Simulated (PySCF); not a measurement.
# Si2H4F2 (SMILES F[SiH2][SiH2]F) at 5 levels

We compute a comparison of 5 runs (HF/STO-3G, HF/3-21G, B2PLYP/6-31G*, B3LYP/6-31G*, SCS-MP2/6-31G*) of Si2H4F2. The job is set up through a Python script.

Program for the calculation: PySCF 2.14.0.

1 further run of the same task is left out (set aside as unsound or not needed).

## Step 1: Starting point

The species is Si2H4F2 (8 atoms), meant as a singlet with charge 0. As SMILES, `F[SiH2][SiH2]F`. The Si3–H8 distance was set to 1.708 Å, away from the relaxed value.

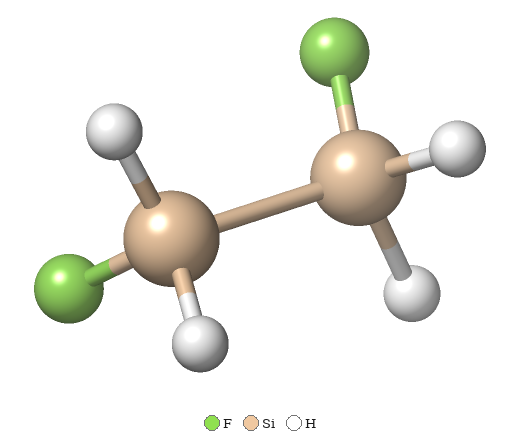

The structure, seen from a chosen angle (fluorine green, silicon light orange, hydrogen white).

## Step 2: A single-point energy at HF/STO-3G (run 1)

The input, run.py:

```python
from pyscf import gto

molecule = gto.M(
    atom='''
F       -1.809470       1.330620      -0.409878
Si      -0.232470       1.252920      -0.122978
Si       0.483930      -0.984780      -0.091278
F        0.406330      -1.617180      -1.564178
H        0.465430       2.039020      -1.172378
H        0.025530       1.868520       1.206222
H        1.900130      -1.039180       0.360022
H       -0.477100      -1.941900       0.946800
''',
    verbose=3,
    max_memory=1860,
    basis='sto-3g',
    charge=0,
)

mf = molecule.RHF()
mf.conv_tol = 1e-10
mf.kernel()
if not mf.converged:
    mf = mf.newton().run(mf.mo_coeff, mf.mo_occ)

e_final = mf.e_tot
print('E = %.10f Eh' % e_final)
```

On the command line:

```
$ OMP_NUM_THREADS=1 python run.py
```

Log:

```text
converged SCF energy = -769.612852346251
E = -769.6128523463 Eh
```

Wall time 1.1 s (1 thread of Intel Xeon at 2.70GHz, shared host); peak memory 0.12 GiB.

## Step 3: The energy at HF/3-21G (run 2)

The input, input.xyz:

```xyz
8

F     -1.809470     1.330620    -0.409878
Si    -0.232470     1.252920    -0.122978
Si     0.483930    -0.984780    -0.091278
F      0.406330    -1.617180    -1.564178
H      0.465430     2.039020    -1.172378
H      0.025530     1.868520     1.206222
H      1.900130    -1.039180     0.360022
H     -0.477100    -1.941900     0.946800
```

The input, run.py:

```python
from pyscf import gto, scf

system = gto.Mole()
system.atom = 'input.xyz'
system.max_memory = 1860
system.spin = 0
system.basis = '3-21g'
system.verbose = 3
system.build()

mf = scf.RHF(system)
mf.conv_tol = 1e-10
mf.kernel()
if not mf.converged:
    mf = mf.newton().run(mf.mo_coeff, mf.mo_occ)

etot = mf.e_tot
print('E = %.10f Eh' % etot)
```

On the command line:

```
$ OMP_NUM_THREADS=1 python run.py
```

Log:

```text
converged SCF energy = -774.990721657197
E = -774.9907216572 Eh
```

It took 1.1 s on 1 thread of Intel Xeon at 2.70GHz, shared host; peak memory 0.11 GiB.

Run 3 isn't shown in full; the table further down has it.

## Step 4: A single-point energy at B3LYP/6-31G(d) (spherical functions) (run 4)

The input, calc.py:

```python
from pyscf import gto, dft

system = gto.M(
    atom='''
F   -1.809470   1.330620  -0.409878
Si  -0.232470   1.252920  -0.122978
Si   0.483930  -0.984780  -0.091278
F    0.406330  -1.617180  -1.564178
H    0.465430   2.039020  -1.172378
H    0.025530   1.868520   1.206222
H    1.900130  -1.039180   0.360022
H   -0.477100  -1.941900   0.946800
''',
    max_memory=1860,
    charge=0,
    basis='6-31g*',
    spin=0,
    verbose=3,
)

mf = dft.RKS(system)
mf.xc = 'b3lyp'
mf.grids.level = 5
mf.conv_tol = 1e-10
mf.kernel()
if not mf.converged:
    mf = mf.newton().run(mf.mo_coeff, mf.mo_occ)

etot = mf.e_tot
print(f'total energy: {etot:.8f} hartree')
```

On the command line:

```
$ OMP_NUM_THREADS=1 python calc.py
```

Log:

```text
converged SCF energy = -781.155798490274
total energy: -781.15579849 hartree
```

Run time: 18 s. Hardware: 1 thread of Intel Xeon at 2.70GHz, shared host; peak memory 0.38 GiB.

## Step 5: The energy at SCS-MP2/6-31G(d) (spherical functions) (run 5)

The input, job.py:

```python
from pyscf import gto, scf, mp

mol = gto.M(
    atom=[
    ('F', (-1.809470, 1.330620, -0.409878)),
    ('Si', (-0.232470, 1.252920, -0.122978)),
    ('Si', (0.483930, -0.984780, -0.091278)),
    ('F', (0.406330, -1.617180, -1.564178)),
    ('H', (0.465430, 2.039020, -1.172378)),
    ('H', (0.025530, 1.868520, 1.206222)),
    ('H', (1.900130, -1.039180, 0.360022)),
    ('H', (-0.477100, -1.941900, 0.946800)),
],
    basis='6-31g*',
    max_memory=1860,
    verbose=4,
)

myscf = scf.RHF(mol)
myscf.conv_tol = 1e-10
myscf.kernel()
if not myscf.converged:
    myscf = myscf.newton().run(myscf.mo_coeff, myscf.mo_occ)

pt = mp.MP2(myscf, frozen=12).run()
energy = myscf.e_tot + 1.2 * pt.e_corr_os + pt.e_corr_ss / 3
print(f'total energy: {energy:.8f} hartree')
```

On the command line:

```
$ OMP_NUM_THREADS=1 python job.py
```

Log:

```text
PySCF version 2.14.0

[... 64 lines left out ...]
converged SCF energy = -779.125528430123
[... 1 line left out ...]
******** <class 'pyscf.mp.mp2.RMP2'> ********
nocc = 13, nmo = 60
frozen orbitals 12
E(RMP2) = -779.623976310276  E_corr = -0.498447880153194
E(SCS-RMP2) = -779.615774764232  E_corr = -0.490246334109533
E_corr(same-spin) = -0.124489756239576
E_corr(oppo-spin) = -0.373958123913617
total energy: -779.61577476 hartree
```

Run time: 2 s. Hardware: 1 thread of Intel Xeon at 2.70GHz, shared host; peak memory 0.16 GiB.

## Step 6: The series

```csv
run,level,frozen core orbitals,integration grid,energy (Eh),dipole moment (D) of the reference,HOMO energy (eV),LUMO energy (eV),wall time
1,HF/STO-3G,–,–,-769.612852,1.46,-8.14,9.61,1.1 s
2,HF/3-21G,–,–,-774.990722,2.67,-11.34,2.88,1.1 s
3,B2PLYP/6-31G* (spherical functions),12,5,-780.693542,2.06,-9.42,0.58,19 s
4,B3LYP/6-31G* (spherical functions),–,5,-781.155798,1.88,-8.05,-0.81,18 s
5,SCS-MP2/6-31G* (spherical functions),12,–,-779.615775,2.23,-11.33,2.59,2 s
```

## Step 7: Summary of results

| quantity | value |
| --- | --- |
| run 5: total energy | -779.61577 Eh |
| run 5: dipole moment (Hartree–Fock density) | 2.23 D |
| run 5: HOMO energy (Hartree–Fock orbitals) | -11.33 eV |
| run 5: LUMO energy (Hartree–Fock orbitals) | 2.59 eV |
| run 5: HOMO–LUMO gap (Hartree–Fock orbitals) | 13.92 eV |
| run 5: correlation energy (12 core orbitals frozen) | -490.2 mEh |

Over runs 1, 2, 3, 4 the dipole moment (its size) runs from 1.46 D (HF/STO-3G) to 2.67 D (HF/3-21G). Over runs 1, 2, 3, 4 the HOMO–LUMO gap runs from 7.24 eV (B3LYP/6-31G*) to 17.76 eV (HF/STO-3G). The two ends differ in method and basis. Totals of different functionals can't be ranked against each other. In run 1 the basis is minimal, so the values are rough. All runs together took 41 s, the longest 19 s.
